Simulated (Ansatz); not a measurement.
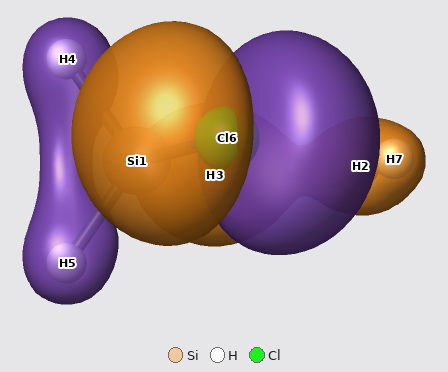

The picture shows: ClH$_{3}$Si···H$_{2}$. The HOMO−1 at ±0.08 Å⁻³ᐟ² (orange and purple are the two phases), seen from one side.

Not at a stationary point (largest force 1.4 eV/Å).

Theory: Ansatz 0.2.0, RKS r2SCAN-D4/6-31G*.

```json
{"atom": "Si", "x (Å)": "-0.4916", "y (Å)": "0.0000", "z (Å)": "-0.4331"}
{"atom": "H", "x (Å)": "0.1534", "y (Å)": "0.0000", "z (Å)": "2.1669"}
{"atom": "H", "x (Å)": "0.7388", "y (Å)": "0.0000", "z (Å)": "0.3877"}
{"atom": "H", "x (Å)": "-0.5283", "y (Å)": "1.2237", "z (Å)": "-1.2672"}
{"atom": "H", "x (Å)": "-0.5283", "y (Å)": "-1.2237", "z (Å)": "-1.2672"}
{"atom": "Cl", "x (Å)": "-2.2111", "y (Å)": "0.0000", "z (Å)": "0.7837"}
{"atom": "H", "x (Å)": "-0.3915", "y (Å)": "0.0000", "z (Å)": "2.6185"}
```

Q: Where does this orbital lie, and at what energy?

A: By Hirshfeld shares it lies mainly on Cl6 (about 80 %); largely a lone pair of Cl6. Its energy is −7.93 eV.
